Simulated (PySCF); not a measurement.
C6H10 (SMILES C=CC(=C)CC)

| atom | x (Å) | y (Å) | z (Å) |
| --- | --- | --- | --- |
| C | 1.4748 | -1.4555 | 0.6407 |
| C | 1.1482 | -0.2139 | 0.9809 |
| C | 0.3070 | 0.7032 | 0.2236 |
| C | 0.0859 | 1.9346 | 0.6839 |
| C | -0.3313 | 0.2345 | -1.0560 |
| C | -1.5709 | -0.6152 | -0.7707 |
| H | 1.1348 | -1.9225 | -0.2674 |
| H | 2.1066 | -2.0592 | 1.2702 |
| H | 1.5327 | 0.1925 | 1.9086 |
| H | 0.5123 | 2.2831 | 1.6098 |
| H | -0.5299 | 2.6380 | 0.1492 |
| H | 0.3861 | -0.3440 | -1.6406 |
| H | -0.6245 | 1.1026 | -1.6494 |
| H | -1.3081 | -1.4961 | -0.1905 |
| H | -2.2971 | -0.0381 | -0.2021 |
| H | -2.0343 | -0.9350 | -1.7017 |

Geometry: GFN2-xTB.

Method: PBE0/pcSseg-1, SCF density, gas phase, non-relativistic (PySCF 2.14.0).

> What can the converged electron density and electron localisation function tell about the bonding?

C–C (1.33 Å): ρ is about 2.3 e/Å³ halfway; the ELF peaks at about 0.95 between the atoms: a short, multiple covalent bond.
C–H (1.08 Å): ρ is about 2 e/Å³ halfway; the ELF climbs to about 1 towards the hydrogen, as it does in any bond to H (a covalent bond by its length).
C–C (1.46 Å): ρ is about 1.9 e/Å³ halfway; the ELF peaks at about 0.95 between the atoms: localised, covalent bonding.
C–C (1.50 Å): ρ at the midpoint is about 1.7 e/Å³; the ELF peaks at about 0.95 between the atoms: a shared electron pair.

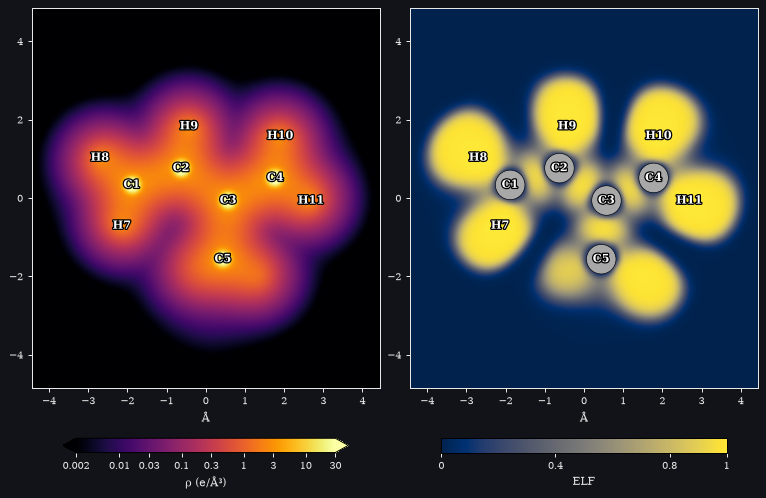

Computed electron density and electron localisation function on the plane of atoms C2, C1 and H8, in this order. Grey discs cover the atomic cores in the ELF map. 
